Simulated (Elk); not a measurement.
Band structure of YbTlSe2 (R-3m, 4 atoms in the cell).

```yaml
crystal:
  lattice:
    - [2.13179, 1.23079, 7.09795]
    - [-2.13179, 1.23079, 7.09795]
    - [0.00000, -2.46158, 7.09795]
  atoms:
    - { symbol: Yb, position: [0.00000, 0.00000, 0.00000] }
    - { symbol: Tl, position: [0.50000, 0.50000, 0.50000] }
    - { symbol: Se, position: [0.74366, 0.74366, 0.74366] }
    - { symbol: Se, position: [0.25634, 0.25634, 0.25634] }
```

Method of the run: PBEsol, all-electron FP-LAPW, Elk's shipped species files, APW+lo basis with extra local orbitals (Elk 10.2.4).

Settings: xctype = 22; rgkmax = 7.5; swidth = 0.00499791 Ha; ngridk = 6 6 6; gmaxvr = 16 1/bohr; nxlo = 2; lorbcnd = true; lmaxi = 2; maxscl = 100.

The starting cell comes from a database of computed structures (which also holds hypothetical and non-ambient phases and stackings), without a prior relaxation at this level. Spin-orbit coupling is off. Spin polarisation is off, so a magnetic state, if there is one, cannot be reached. The f electrons are in the valence without U or exact exchange, which can misplace them near the Fermi level. Spin-orbit terms, which matter for f shells, are left out. Values depend on the basis (sphere radii, cutoffs, local orbitals), which need not be converged.

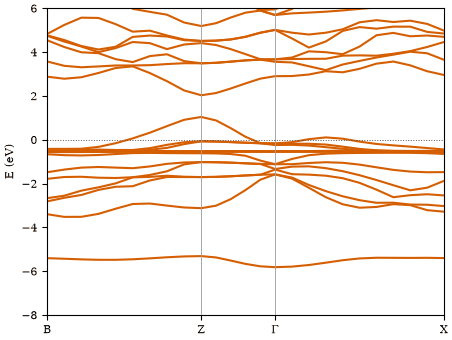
Figure. Bands along the path, energies from the Fermi level.

Levels in eV from the Fermi level, bands 35 to 42:
```json
[
 {"point": "B", "35": "-0.53", "36": "-0.51", "37": "-0.51", "38": "-0.42", "39": "2.88", "40": "3.57", "41": "4.54", "42": "4.74"},
 {"point": "Z", "35": "-0.52", "36": "-0.07", "37": "-0.07", "38": "1.04", "39": "2.03", "40": "3.49", "41": "3.49", "42": "4.41"},
 {"point": "Γ", "35": "-0.52", "36": "-0.24", "37": "-0.17", "38": "-0.17", "39": "2.90", "40": "3.56", "41": "3.67", "42": "3.67"},
 {"point": "X", "35": "-0.53", "36": "-0.52", "37": "-0.50", "38": "-0.44", "39": "2.96", "40": "3.65", "41": "4.46", "42": "4.70"}
]
```

Bands cross the Fermi level along this path, so the cell is metallic at this level.
